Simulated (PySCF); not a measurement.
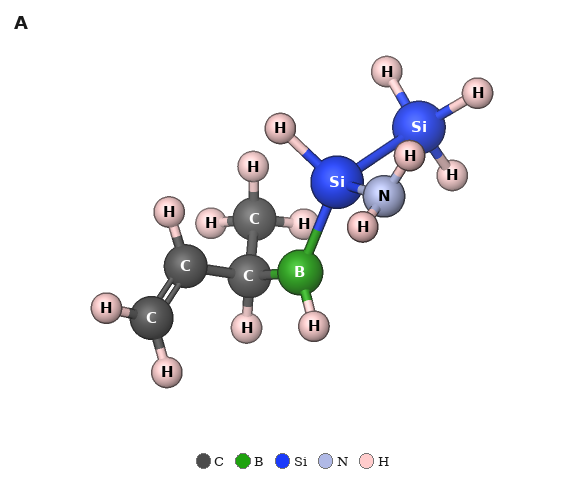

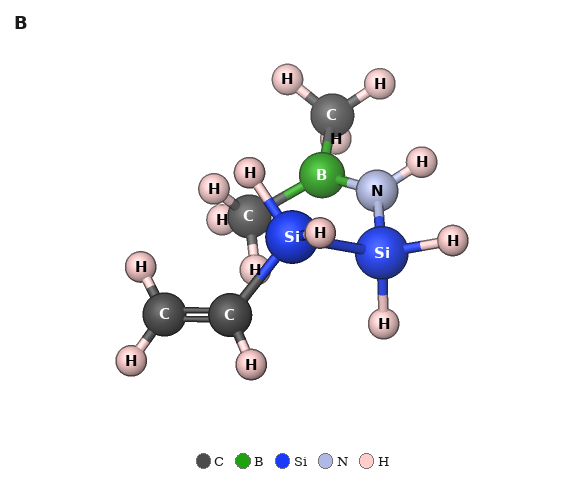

2 stationary structures of one formula. Geometries: GFN2-xTB. Electronic energies: PBE0/pcSseg-1 (PySCF 2.14.0), without zero-point energy. No frequency run is at hand to confirm each as a minimum. Each is one conformer, not always the lowest.

Are they conformers, stereoisomers or constitutional isomers?

They are constitutional isomers of C4H14BNSi2: A `C=C[C@@H](C)B[Si@@H](N)[SiH3]`, B `C=C[SiH2][SiH2]NB(C)C`.

Which is lowest in energy, and by how much?

B is lowest; A lies 223.5 kJ/mol above it.

The geometry is semi-empirical. Around B, Si such bond lengths and angles can be off by a tenth of an ångström or more and by several degrees, and values that hang on the shape move with them.
